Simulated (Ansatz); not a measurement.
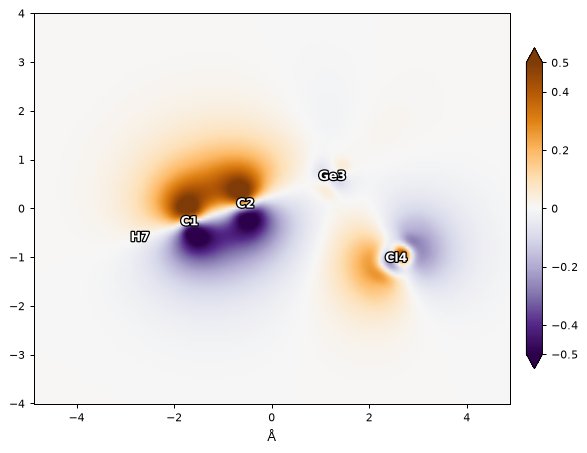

Figure. C$_{2}$HCl$_{3}$Ge. The HOMO on the plane of atoms C2, Ge3 and Cl4 (values in Å⁻³ᐟ²; the overall sign is arbitrary).

Geometry: PBE0-D4/def2-TZVP.

Computed with RKS PBE0-D4/def2-TZVPP (Ansatz 0.2.0).

Input

```
crystal:
  periodic: [false, false, false]
  atoms:
    - {symbol: C, position_ang: [1.327917, -1.491005, 0.658559]}
    - {symbol: C, position_ang: [0.568985, -0.639314, 0.277002]}
    - {symbol: Ge, position_ang: [-0.612260, 0.687234, -0.319210]}
    - {symbol: Cl, position_ang: [-2.349347, -0.198241, -1.156339]}
    - {symbol: Cl, position_ang: [0.320371, 1.887318, -1.799863]}
    - {symbol: Cl, position_ang: [-1.195171, 1.932103, 1.297275]}
    - {symbol: H, position_ang: [2.000806, -2.246195, 0.996977]}
basis:
  gaussian: {orbitals: def2-TZVPP}
hamiltonian: {xc: pbe0, dispersion: d4}
output: {orbitals: {seedname: orbitals}}
```

Run with:

```sh
ansatz run in.yaml --threads 2 --pin off --events-out ev --progress --plain --max-ram 32768MiB --backend cpu
```

What is the character of this orbital?

By Hirshfeld shares it lies mainly on C1 (about 40 %), C2 (about 35 %), Cl4 (about 5 %) and Cl6 (about 5 %); π-bonding across C1–C2. It is one of a degenerate set, so its orientation is arbitrary. Its energy is −9.11 eV.
